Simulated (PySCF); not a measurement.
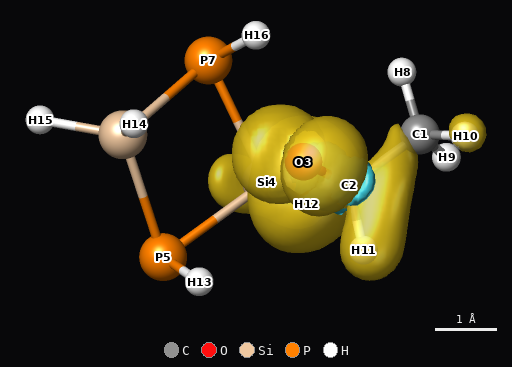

Figure 1: C$_{2}$H$_{9}$OP$_{2}$Si$_{2}$ (doublet). Isosurfaces of the spin density at +0.015 (yellow) and −0.015 e/Å³ (cyan), seen across its widest extent.

Geometry: GFN2-xTB.

Computed with UKS B3LYP, pcH-1 on C H O P Si, non-relativistic, mean-field spin-orbit, GIAO (PySCF 2.14.0, density-fitted response routines).

```tsv
atom	x (Å)	y (Å)	z (Å)
C	-2.3566	0.2831	0.3018
C	-1.1102	0.5923	-0.5033
O	-0.2562	1.4275	-0.0693
Si	0.0584	-1.1586	-0.4593
P	1.8909	-0.6072	-1.6492
Si	2.5933	0.0318	0.4236
P	0.9928	-1.1014	1.5913
H	-2.1041	0.0849	1.3417
H	-2.8945	-0.5639	-0.1150
H	-3.0075	1.1580	0.2754
H	-1.3237	0.6140	-1.5918
H	-0.7376	-2.3232	-0.8698
H	1.4462	0.6386	-2.0418
H	2.5763	1.4716	0.6413
H	3.9045	-0.5630	0.6940
H	0.3202	0.0245	2.0192
```

Question: Describe the spin distribution.

Answer: The unpaired spin (1 electron) lies mostly on O3 (about 0.5), Si4 (about 0.2) and C2 (about 0.1), in electrons by Hirshfeld's partition.
